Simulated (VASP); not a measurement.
Input:

```
ZnO
1.0
    1.66863    -2.89016     0.00000
    1.66863     2.89016     0.00000
    0.00000     0.00000     5.40603
Zn O
2 2
Direct
  0.66667   0.33333   0.50189
  0.33333   0.66667   0.00189
  0.66667   0.33333   0.88011
  0.33333   0.66667   0.38011
```

Level of theory: vdW-DF2, VASP's PBE PAW potentials (set 64) (plane waves; VASP). Settings: 520 eV cut-off, 9×9×5 Γ-centred mesh, tetrahedra with Blöchl corrections, potentials Zn O.

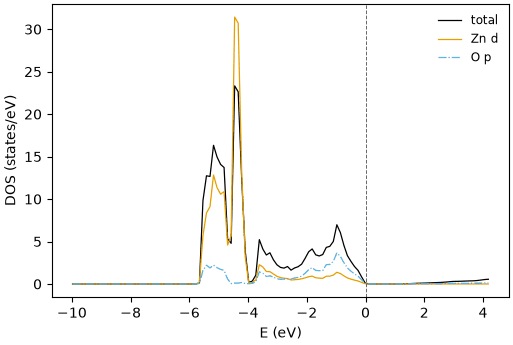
Total and projected density of states, zero at the valence-band maximum

Within 2 eV below the valence-band maximum the largest weight inside VASP's projection spheres is O p, then Zn d.

The gap is direct, 0.69 eV, from the valence maximum at Γ to the conduction minimum at Γ.

The compound is ZnO in the wurtzite structure. It was relaxed first, which changed the volume by +9 %.
